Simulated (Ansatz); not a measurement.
Process, species as SMILES: [B]=N (B-NH) → N=[B-] (closed-shell singlet) (an electron is taken up)
B3LYP-D3(BJ)/def2-TZVP geometries, fixed; electronic energies without zero-point terms; positive where energy is released.

Basis-set convergence of the adiabatic electron affinity at B2PLYP with Ansatz (an electronic-structure program). Cartesian d functions, on some or all atoms, in 6-31G*; all else is spherical. Cores are frozen. Open shells are unrestricted. No added dispersion term, no relativity. Functions are those of the species that has most. Reference: the value in aug-pcseg-3, 1.722 eV, itself unsure by roughly 0.007 eV (its mean distance from aug-cc-pVQZ, def2-QZVPPD). Deviations are taken from unrounded values.

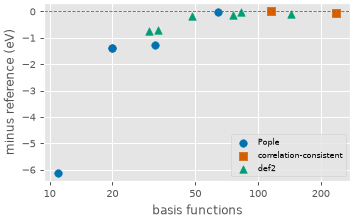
Figure: Deviation from the reference against the number of basis functions, by family of sets.

```json
[
 {"basis": "STO-3G", "functions": "11", "adiabatic electron affinity (eV)": "-4.385", "minus reference (eV)": "-6.107"},
 {"basis": "3-21G", "functions": "20", "adiabatic electron affinity (eV)": "0.342", "minus reference (eV)": "-1.380"},
 {"basis": "6-31G", "functions": "20", "adiabatic electron affinity (eV)": "0.332", "minus reference (eV)": "-1.390"},
 {"basis": "def2-SV(P)", "functions": "30", "adiabatic electron affinity (eV)": "1.000", "minus reference (eV)": "-0.722"},
 {"basis": "6-31G*", "functions": "32", "adiabatic electron affinity (eV)": "0.440", "minus reference (eV)": "-1.282"},
 {"basis": "def2-SVP", "functions": "33", "adiabatic electron affinity (eV)": "1.018", "minus reference (eV)": "-0.704"},
 {"basis": "def2-SVPD", "functions": "48", "adiabatic electron affinity (eV)": "1.556", "minus reference (eV)": "-0.166"},
 {"basis": "6-311++G(2d,2p)", "functions": "64", "adiabatic electron affinity (eV)": "1.699", "minus reference (eV)": "-0.023"},
 {"basis": "def2-TZVPP", "functions": "76", "adiabatic electron affinity (eV)": "1.572", "minus reference (eV)": "-0.150"},
 {"basis": "def2-TZVPD", "functions": "83", "adiabatic electron affinity (eV)": "1.695", "minus reference (eV)": "-0.027"},
 {"basis": "aug-cc-pVTZ", "functions": "115", "adiabatic electron affinity (eV)": "1.732", "minus reference (eV)": "0.010"},
 {"basis": "def2-QZVPP", "functions": "144", "adiabatic electron affinity (eV)": "1.637", "minus reference (eV)": "-0.085"},
 {"basis": "cc-pV5Z", "functions": "237", "adiabatic electron affinity (eV)": "1.661", "minus reference (eV)": "-0.061"}
]
```
